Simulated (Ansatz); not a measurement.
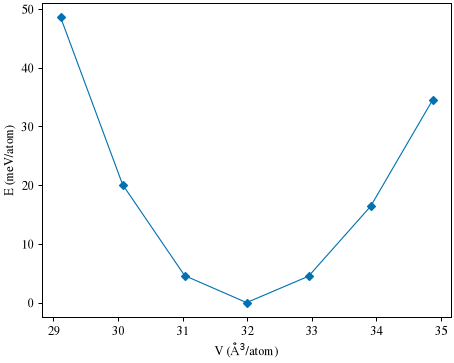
*Te (β-Sn type, space group No. 141) under volume change, r²SCAN in the plane-wave PAW code Ansatz, shape and atoms relaxed at each volume.*

Q: What does a third-order Birch–Murnaghan fit give for V₀, B₀ and B′?

A: V₀ = 31.97 Å³/atom, B₀ = 50.2 GPa, B′ = 5.1.

Space group I4_1/amd (β-Sn type). The cell is a constructed one: a structure type filled with these elements; neither database checked (COD, Materials Project) lists it. It is not the phase usual at ambient conditions (space group No. 152). The r²SCAN relaxation kept the symmetry of its start; of distortions, only those at the zone centre were tested. Spin–orbit coupling is left out wherever it is not named.

Potentials: the later of the program's two PAW sets.
